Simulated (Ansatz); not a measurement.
# CH4BCl: what the fields show

Input

```
crystal:
  periodic: [false, false, false]
  atoms:
    - { symbol: B, position_ang: [0.0, 0.0, 0.0] }
    - { symbol: H, position_ang: [0.5157, 0.0, 1.2908] }
    - { symbol: Cl, position_ang: [2.0511, 0.0, 0.1912] }
    - { symbol: C, position_ang: [-1.3856, 0.0, -0.8] }
    - { symbol: H, position_ang: [-1.9458, -0.9305, -0.5708] }
    - { symbol: H, position_ang: [-1.9898, 0.8797, -0.4946] }
    - { symbol: H, position_ang: [-1.1839, 0.0508, -1.8903] }
basis:
  gaussian: { orbitals: def2-SVP }
hamiltonian:
  xc: b3lyp
  dispersion: d4
relax:
  f_tol: 0.15
  max_steps: 25
  restrain:
    - { distance: [1, 2], at: 2.57, k: 30.0 }
    - { distance: [0, 1], at: 1.19, k: 30.0 }
    - { distance: [0, 2], at: 1.86, k: 30.0 }
output:
  orbitals: {}
```

Command:

```sh
ansatz run input.yaml --threads 1 --pin off --max-ram 2048MiB --backend cpu --events-out ev --progress --plain --runs-dir out
```

The fields are those of the run's last geometry, not of the input's.

Not at a stationary point (largest force 1.2 eV/Å).

The calculation used RKS B3LYP-D4/def2-SVP in Ansatz.

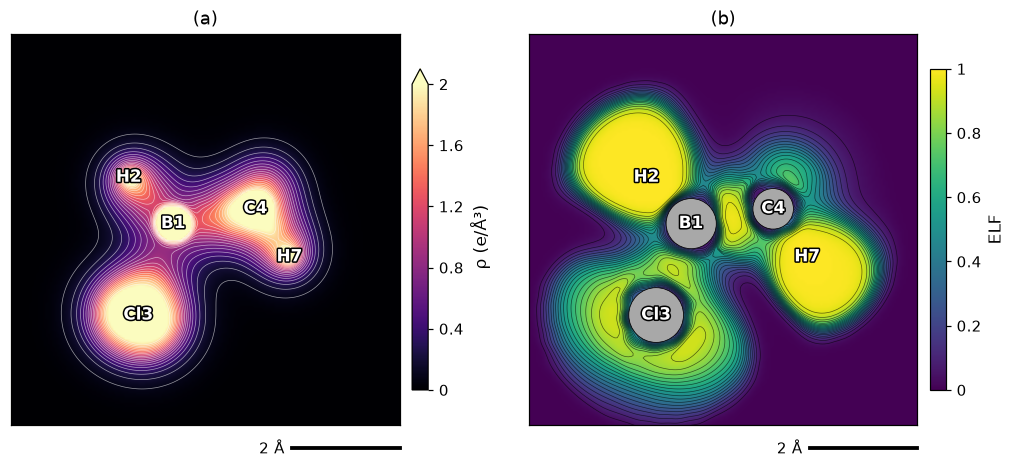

Figure 1. (a) total electron density; (b) ELF on the plane of atoms B1, C4 and H7. Grey discs cover the atomic cores in the ELF map.

Q: What do the fields say about this system?

A:
- The section cuts through B, H, Cl and C sites.
- C–B (1.55 Å): ρ at the midpoint is about 1.5 e/Å³; the ELF peaks at about 1 between the atoms (a covalent bond).
- B–Cl (1.82 Å): ρ is about 1.2 e/Å³ halfway; the ELF peaks at about 0.90 between the atoms; a shared but strongly polarised pair.
- C–H (1.10 Å): ρ at the midpoint is about 1.9 e/Å³; the ELF climbs to about 1 towards the hydrogen, as it does in any bond to H: an ordinary covalent bond to hydrogen.
- B–H (1.20 Å): ρ is about 1.2 e/Å³ halfway; the ELF climbs to about 1 towards the hydrogen: an ordinary covalent bond to hydrogen.
- The ELF also peaks beside Cl3, away from the bonds: lone-pair regions.

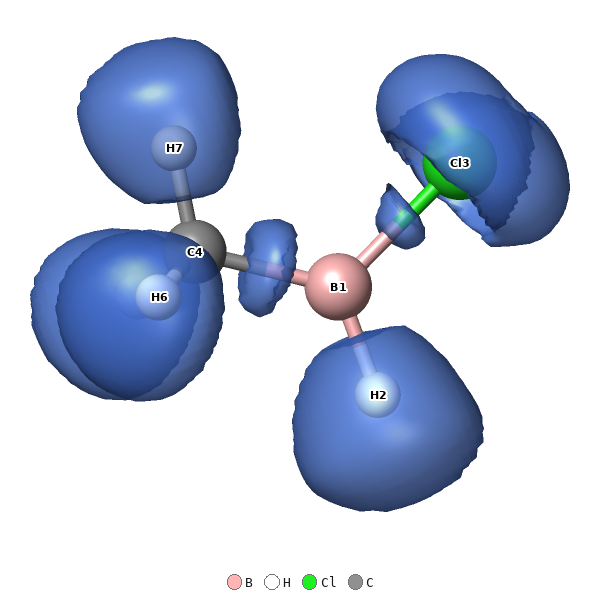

Figure 2. Isosurface of the electron localisation function at 0.85 (blue), seen across its widest extent. Core shells and regions of very low density are left out.

Q: Describe the localisation domains.

A: The surface consists of one region between bonded B–C atoms (shared pairs), one region between bonded B–Cl atoms (shared pairs), four regions around hydrogen nuclei and one ring or bowl of non-bonding electrons around Cl.

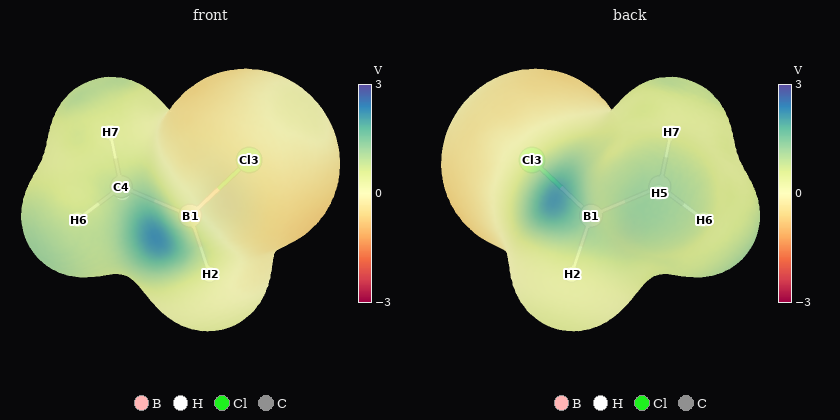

Figure 3. The electrostatic potential painted on the density surface at 0.004 e/bohr³, seen from the front and from behind; red is negative and blue positive.

Q: Where is the surface potential most negative and most positive?

A: The most negative region (about −0.7 V, or −16 kcal/mol for a unit charge) lies over Cl3, the most positive (about +2.2 V, or +51 kcal/mol for a unit charge) over B1.

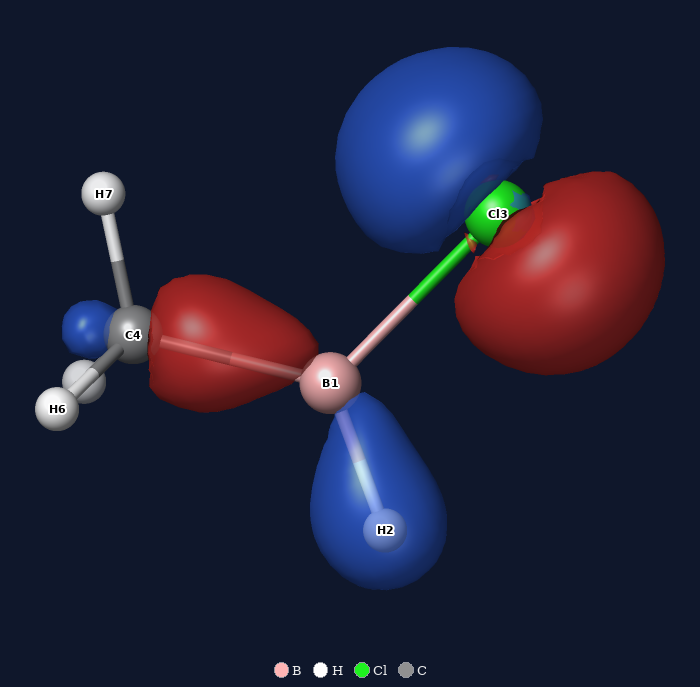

Figure 4. The HOMO at ±0.2 Å⁻³ᐟ² (red and blue are the two phases), seen across its widest extent.

Q: Where does this orbital lie, and at what energy?

A: By Hirshfeld shares it lies mainly on Cl3 (about 70 %), B1 (about 10 %), C4 (about 10 %) and H2 (about 10 %); largely a lone pair of Cl3. Its energy is −8.03 eV.
